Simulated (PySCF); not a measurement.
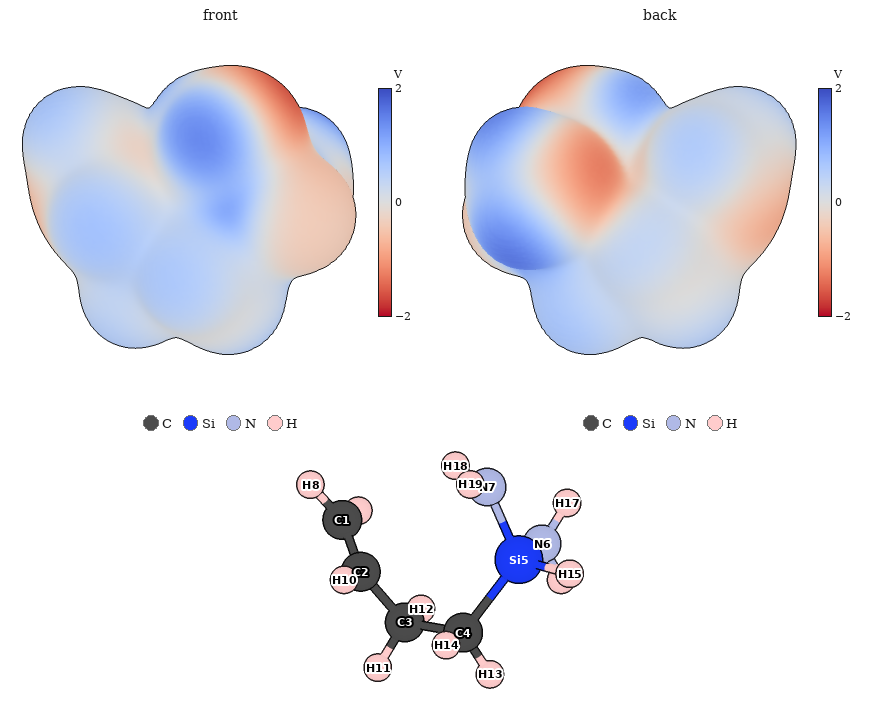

*C$_{4}$H$_{12}$N$_{2}$Si (SMILES C=CCC[SiH](N)N). The electrostatic potential painted on the density surface at 0.002 e/bohr³, seen from the front and from behind; the colour scale runs from red (negative) to blue (positive). The bare structure is drawn below in the same view.*

Geometry: GFN2-xTB.

These are results of B3LYP/def2-SVPD, SCF density, gas phase in PySCF 2.14.0, not measurements.

The calculation's input:

```
{"job": {"kind": "uv", "xc": "B3LYP", "basis": "def2-SVPD", "nstates": 8, "ntriplets": 3}, "charge": 0, "multiplicity": 1}
C      2.081817     0.289509     1.215891
C      1.636486     0.737799     0.057146
C      1.147446    -0.123156    -1.059936
C     -0.273619     0.259527    -1.484222
Si    -1.590042    -0.052836    -0.136296
N     -1.475468    -1.733186     0.241470
N     -1.393543     0.706145     1.402550
H      2.425857     0.950997     1.993928
H      2.123028    -0.765197     1.433997
H      1.601026     1.803626    -0.136396
H      1.824309    -0.001629    -1.914217
H      1.170816    -1.170376    -0.755898
H     -0.527252    -0.299045    -2.386398
H     -0.284456     1.313786    -1.767747
H     -2.882092     0.456899    -0.625879
H     -1.529272    -2.398392    -0.512187
H     -2.012175    -2.063917     1.026753
H     -0.620764     0.387183     1.966169
H     -1.431905     1.711514     1.433811
```

Launched as:

```sh
OMP_NUM_THREADS=1 python probes_run.py task.json out
```

Where is the surface potential most negative and most positive?

Answer. The most negative region (about −1.5 V) lies over N7, the most positive (about +1.5 V) over H16. N7 is the likeliest acceptor of a hydrogen bond.
